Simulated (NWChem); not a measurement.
# AlBr2 (SMILES [Br][Al][Br]): levels of theory compared

Wanted: a comparison of 4 runs (UHF/STO-3G, UHF/3-21G, UB3LYP/6-31G*) of AlBr2. 

The results are computed with NWChem 7.3.0.

### 1 Starting point

AlBr2: 3 atoms, total charge 0, spin state doublet. SMILES: `[Br][Al][Br]`. The coordinates come from a PBE0-D4/def2-TZVP relaxation.

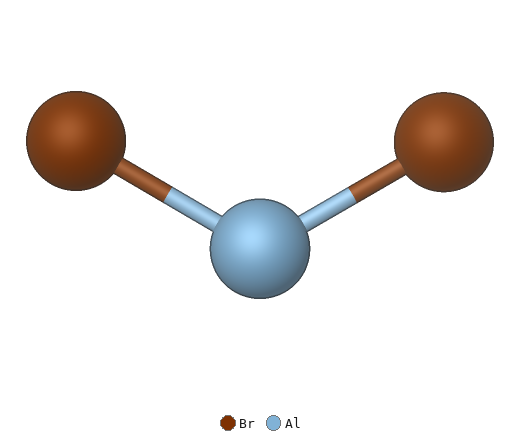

Viewed from a chosen angle; bromine brown, aluminium light blue.

### 2 Energy and gradient at UHF/STO-3G (run 1)

Input file run.xyz:

```xyz
3

Br     0.607000     1.799800     0.519400
Al     0.569000    -0.451900     0.265200
Br    -1.186900    -1.412700    -0.797800
```

Input file run.nw:

```
start run
memory total 2200 mb
charge 0

geometry units angstroms noautosym nocenter noautoz
  load format xyz run.xyz
end

basis "ao basis" spherical bse
  * library STO-3G
end

scf
  doublet
  uhf
  thresh 1e-08
  maxiter 80
end

task scf gradient
```

Run with:

```sh
$ nwchem run.nw > run.out
```

Standard output:

```text
[...]
  functions       =    45
[...]
  wavefunction    = UHF
[...]
         Total SCF energy =  -5328.454698356695
      One electron energy =  -8219.217998673248
      Two electron energy =   2512.411247691370
 Nuclear repulsion energy =    378.352052625183
                       Sz =      0.5000
                 Sz(Sz+1) =      0.7500
                      S^2 =      0.7555
[...]
                         UHF ENERGY GRADIENTS
    atom               coordinates                        gradient
                 x          y          z           x          y          z
   1 Br      1.147064   3.401129   0.981524    0.003555   0.018367   0.003854
   2 Al      1.075254  -0.853967   0.501155    0.009445  -0.007092   0.004447
   3 Br     -2.242916  -2.669616  -1.507623   -0.013000  -0.011275  -0.008301
[...]
```

Wall time 2.7 s (1 thread of AMD EPYC 9R45 (Zen 5), shared host); peak memory 0.1 GiB.

### 3 Energy and gradient at UHF/3-21G (run 2)

Input file run.py:

```python
from ase import Atoms
from ase.calculators.nwchem import NWChem

system = Atoms(['Br', 'Al', 'Br'], positions=[
    [0.607000, 1.799800, 0.519400],
    [0.569000, -0.451900, 0.265200],
    [-1.186900, -1.412700, -0.797800],
])

calc = NWChem(
    label='albr2',
    theory='scf',
    memory='2200 mb',
    basis='3-21G',
    basispar='spherical bse',
    scf={'nopen': '1', 'uhf': None, 'thresh': '1e-08', 'maxiter': '80'},
)
system.calc = calc

forces = system.get_forces()
print("Total energy (eV):", round(system.get_potential_energy(), 6))
print("forces (eV/A):")
for s, f in zip(system.symbols, forces):
    print(f"{s:2s} {f[0]:10.5f} {f[1]:10.5f} {f[2]:10.5f}")
```

Run with:

```sh
$ export ASE_NWCHEM_COMMAND="nwchem PREFIX.nwi > PREFIX.nwo"
$ python run.py
```

Standard output:

```text
Total energy (eV): -145874.432892
forces (eV/A):
Br    0.05034    1.14018    0.14578
Al    0.82589   -0.62087    0.38880
Br   -0.87623   -0.51931   -0.53458
```

The calculator wrote albr2.nwi:

```
title "albr2"

permanent_dir albr2

scratch_dir albr2

start albr2

geometry units angstrom nocenter noautosym noautoz
  Br 6.0699999999999998e-01 1.7998000000000001e+00 5.1939999999999997e-01
  Al 5.6899999999999995e-01 -4.5190000000000002e-01 2.6519999999999999e-01
  Br -1.1869000000000001e+00 -1.4127000000000001e+00 -7.9779999999999995e-01
end

memory 2200 mb

basis spherical bse noprint
   * library 3-21G
end

scf
  nopen 1
  uhf
  thresh 1e-08
  maxiter 80
end

task scf gradient
```

albr2.nwo:

```text
Northwest Computational Chemistry Package (NWChem) 7.3.0
             --------------------------------------------------------

           Job information
           ---------------

    nwchem branch   = 7.3.0
    use scalapack   = T
    input           = albr2.nwi
    prefix          = albr2.
    data base       = albr2/albr2.db
    status          = startup
    nproc           =        1

           Memory information
           ------------------

    heap     =     72089596 doubles =      550.0 Mbytes
    stack    =     72089601 doubles =      550.0 Mbytes
    global   =    144179200 doubles =     1100.0 Mbytes (distinct from heap & stack)
    total    =    288358397 doubles =     2200.0 Mbytes
    verify   = yes
    hardfail = no

           Directory information
           ---------------------

  0 permanent = albr2
  0 scratch   = albr2

                                NWChem Input Module
                                -------------------

                                       albr2
                                       -----

[... 22 lines left out ...]
            Nuclear Dipole moment (a.u.)
[... 69 lines left out ...]
 1-e energy   =   -8231.018392
[... 7 lines left out ...]
         Quadratically convergent UHF
[... 14 lines left out ...]
       Final UHF  results
[... 3 lines left out ...]
      One electron energy =  -8231.942125336629
[... 1 line left out ...]
 Nuclear repulsion energy =    378.352052625182
[... 64 lines left out ...]
          Final beta eigenvalues
[... 225 lines left out ...]
                     UHF Final Beta Molecular Orbital Analysis
[... 219 lines left out ...]
     1   1 0 0      0.707414     11.646551     13.437384    -24.376520
[... 8 lines of this table left out ...]
     2   0 0 2    -36.631569    -78.331985    -74.835716    116.536133

                              NWChem Gradients Module
                              -----------------------

                                       albr2

  wavefunction    =   UHF

                         UHF ENERGY GRADIENTS

    atom               coordinates                        gradient
                 x          y          z           x          y          z
   1 Br      1.147064   3.401129   0.981524   -0.000979  -0.022173  -0.002835
   2 Al      1.075254  -0.853967   0.501155   -0.016061   0.012074  -0.007561
   3 Br     -2.242916  -2.669616  -1.507623    0.017040   0.010099   0.010396

                 ----------------------------------------
                 |  Time  |  1-e(secs)   |  2-e(secs)   |
                 ----------------------------------------
                 |  CPU   |       0.00   |       0.45   |
                 ----------------------------------------
                 |  WALL  |       0.00   |       0.45   |
                 ----------------------------------------

 Task  times  cpu:        2.5s     wall:        2.5s
 Total times  cpu:        2.5s     wall:        2.5s
```

Run time: 3.3 s. Hardware: 1 thread of AMD EPYC 9R45 (Zen 5), shared host; peak memory 0.1 GiB.

Run 3 isn't shown in full; the table further down has it.

### 4 Energy and gradient at UB3LYP/6-31G(d) (Cartesian functions) (run 4)

Input file run.nw:

```
start run
title "AlBr2 B3LYP"
memory stack 880 mb heap 220 mb global 1100 mb
geometry noautosym nocenter noautoz
  Br       0.607000       1.799800       0.519400
  Al       0.569000      -0.451900       0.265200
  Br      -1.186900      -1.412700      -0.797800
end
basis cartesian
  * library 6-31G*
end
dft
  xc b3lyp
  mult 2
  grid xfine
  convergence energy 1e-08
  maxiter 100
  mulliken
end
task dft gradient
```

Run with:

```sh
$ nwchem run.nw > run.out
```

Standard output:

```text
[...]
          Wavefunction type:  spin polarized.
          No. of atoms     :     3
          No. of electrons :    83
[...]
          Charge           :     0
          Spin multiplicity:     2
[...]
          AO basis - number of functions:    89
[...]
              XC Information
              --------------
                         B3LYP Method XC Potential
                     Hartree-Fock (Exact) Exchange  0.200
                        Slater Exchange Functional  0.800 local
                    Becke 1988 Exchange Functional  0.720 non-local
              Lee-Yang-Parr Correlation Functional  0.810
                  VWN I RPA Correlation Functional  0.190 local
[...]
 d= 0,ls=0.0,diis     1  -5390.2400426284 -5.77D+03  1.02D-02  6.73D-01     2.0
[...]
 d= 0,ls=0.0,diis    10  -5390.2973327732 -4.63D-09  7.10D-07  5.69D-10    15.0
[...]
         Total DFT energy =    -5390.297332773226
      One electron energy =    -8255.413251739597
           Coulomb energy =     2688.073605025894
    Exchange-Corr. energy =     -201.309738684705
 Nuclear repulsion energy =      378.352052625182
[...]
      Total Density - Mulliken Population Analysis
     ---------------------------------------------
    Atom       Charge   Shell Charges
 -----------   ------   -------------------------------------------------------
    1 Br  35    35.21   2.00  1.99  6.00  1.93  5.99  1.62  3.84  0.35  1.42  7.02  2.95  0.11
    2 Al  13    12.57   2.00  1.99  5.96  1.12  0.99  0.30  0.15  0.06
    3 Br  35    35.21   2.00  1.99  6.00  1.93  5.99  1.62  3.84  0.35  1.42  7.02  2.95  0.11
[...]
      <S2> =      0.7519 (Exact =     0.7500)
[...]
  wavefunction    = open shell
                         DFT ENERGY GRADIENTS
    atom               coordinates                        gradient
                 x          y          z           x          y          z
   1 Br      1.147064   3.401129   0.981524   -0.000586  -0.006476  -0.000992
   2 Al      1.075254  -0.853967   0.501155   -0.004266   0.003210  -0.002008
   3 Br     -2.242916  -2.669616  -1.507623    0.004852   0.003266   0.003001
[...]
```

Wall time 20 s (1 thread of AMD EPYC 9R45 (Zen 5), shared host); peak memory 0.13 GiB.

### 5 Overview of the runs

```csv
run,level,iteration cap,module,energy (Eh),dipole moment (D),HOMO energy (eV),LUMO energy (eV),wall time
1,UHF/STO-3G,80,scf,-5328.454698,3.75,-5.92,4.61,2.7 s
2,UHF/3-21G,80,scf,-5360.786575,2.40,-9.02,-0.30,3.3 s
3,UB3LYP/6-31G* (spherical functions),100,dft,-5390.278862,1.51,-6.36,-3.80,18 s
4,UB3LYP/6-31G* (Cartesian functions),100,dft,-5390.297333,1.50,-6.35,-3.80,20 s
```

### 6 What came out

| quantity | value |
| --- | --- |
| run 4: total energy | -5390.29733 Eh |
| run 4: dipole moment | 1.50 D |
| run 4: HOMO energy (highest over α and β) | -6.35 eV |
| run 4: LUMO energy (lowest over α and β) | -3.80 eV |
| run 4: ⟨S²⟩ | 0.752 |
| run 4: largest force on an atom | 0.338 eV/Å |

In words: The dipole moment (its size) runs from 1.50 D (UB3LYP/6-31G*) to 3.75 D (UHF/STO-3G). The two ends differ in method and basis. In run 1 the basis is minimal, so the values are rough. All runs together took 44 s, the longest 20 s.
